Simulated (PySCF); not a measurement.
C2H6O4SSi

Input

```
{"job": {"kind": "uv", "xc": "CAM-B3LYP", "basis": "def2-SVPD", "nstates": 8, "ntriplets": 3}, "charge": 0, "multiplicity": 1}
O      2.366095     0.739874    -1.264828
S      1.533239     0.411588    -0.155025
O      0.929284     1.487275     0.585262
O      2.403597    -0.476996     0.858135
C      0.185149    -0.684444    -0.605276
O     -0.337696    -1.096756     0.640275
C     -1.454472    -0.199044     0.827237
Si    -1.281335     0.496948    -0.962029
H      1.887238    -0.653746     1.648522
H      0.568933    -1.506752    -1.199514
H     -2.338346    -0.780341     1.098572
H     -1.233249     0.508803     1.628371
H     -1.043243     1.905475    -1.203649
H     -2.185870    -0.152356    -1.918219
```

Command:

```sh
OMP_NUM_THREADS=1 python probes_run.py task.json out
```

Geometry: GFN2-xTB.

Computed with PySCF 2.14.0, CAM-B3LYP/def2-SVPD, SCF density, gas phase.

**What can the converged electron density and electron localisation function tell about the bonding?**

C–O (1.41 Å): ρ is about 2.1 e/Å³ halfway, with its minimum of 1.8 e/Å³ about 0.5 Å from C; the ELF peaks at about 0.90 between the atoms: a shared but strongly polarised pair.
C–Si (1.92 Å): ρ at the midpoint is about 0.89 e/Å³; the ELF peaks at about 0.95 between the atoms; a covalent bond.

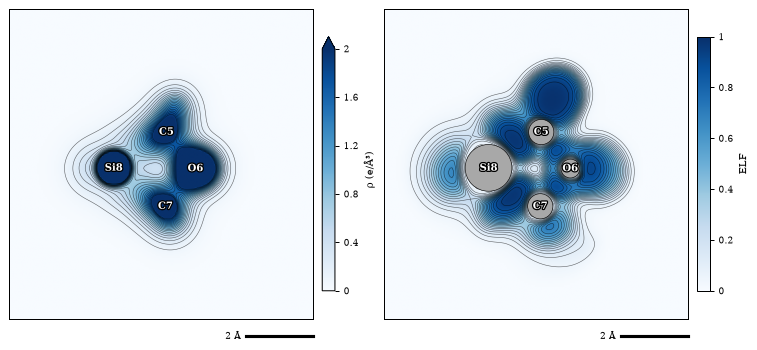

Computed electron density and electron localisation function on the plane of atoms O6, C7 and Si8, in this order. Grey discs cover the atomic cores in the ELF map. 
